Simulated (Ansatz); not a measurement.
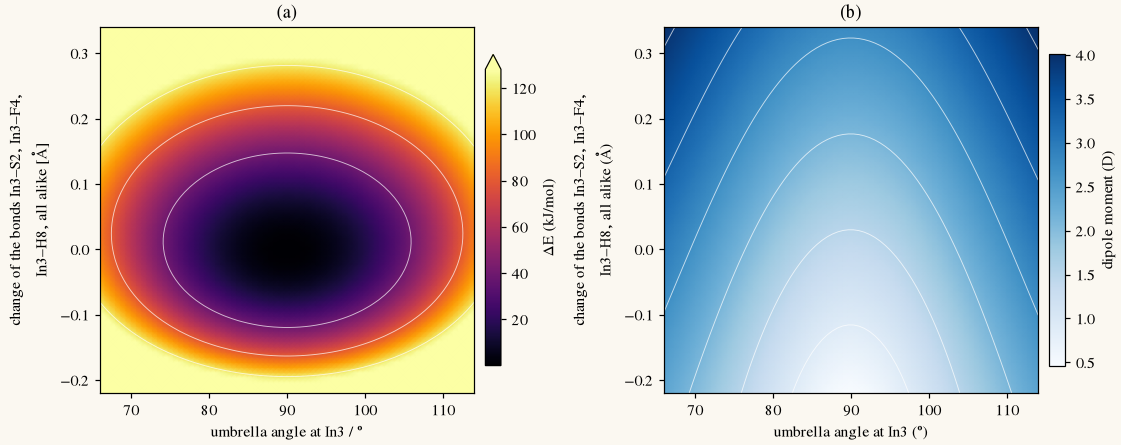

CH₄FInS, SMILES C[S][InH][F]. Coordinates scanned: (1) umbrella angle at In3 (between each of its bonds and their common axis; 90 is planar); (2) change of the bonds In3–S2, In3–F4, In3–H8, all alike. Nothing is relaxed (all other coordinates rigid). Grid: 13 × 13 points. Points are written as (first, second). All energies are given in kJ/mol relative to the relaxed molecule at the same level. Level of theory: Ansatz, RKS PBE0-D4/def2-TZVP.

Panel (a) is the energy; panel (b) is the computed dipole moment, in D.

The picture shows a smooth colour map with a few white contour lines, one colour for all values above the top of the scale. Between grid points the surface is interpolated.

**How does the dipole moment vary over the map, and what is it at the lowest grid point?**

Leaving out the highest fifth of the energies, it runs from 0.46 D at (90°, −0.220 Å) to 3.58 D at (114°, 0.200 Å). At the lowest grid point, (90°, 0.013 Å), it is 1.43 D.
